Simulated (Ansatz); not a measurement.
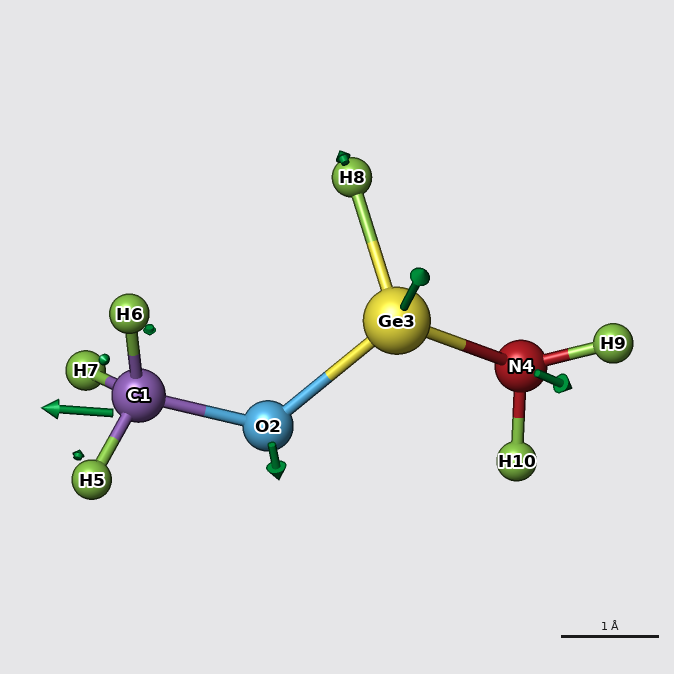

Arrows show the forces on the atoms, 2 Å of arrow for 1 eV/Å; forces under a tenth of the largest aren't drawn. Charge 0, doublet. Level of theory: B3LYP-D4/def2-TZVPP (Ansatz 0.2.0).

> On which atom is the force largest, and how large is it?

On Ge3: 0.44 eV/Å.

List the force components in the frame of the picture (x right, y up, z towards the viewer), in eV/Å.

```tsv
atom	Fx	Fy	Fz
C1	−0.37	0.03	0.06
O2	0.04	−0.19	−0.14
Ge3	0.10	0.20	0.38
N4	0.18	−0.08	−0.19
H5	0.01	0.05	−0.02
H6	0.00	−0.05	−0.04
H7	0.02	−0.01	0.05
H8	−0.03	0.07	−0.05
H9	0.02	−0.01	−0.02
H10	0.03	−0.01	−0.03
```
